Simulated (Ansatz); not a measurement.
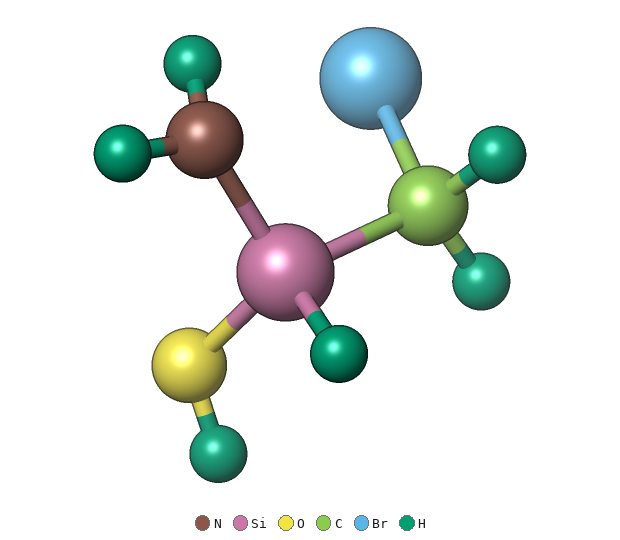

The computed structure is the end point of a PBE-D4/def2-SVP optimisation. No frequency run is at hand to confirm it as a minimum.

Give the structural formula.

SMILES: N[Si@@H](O)CBr

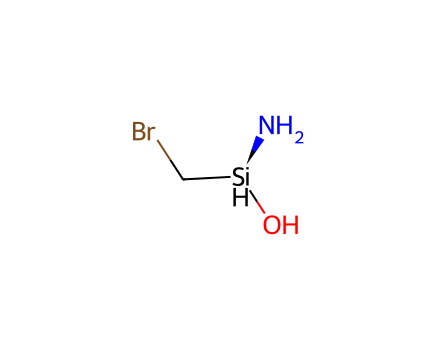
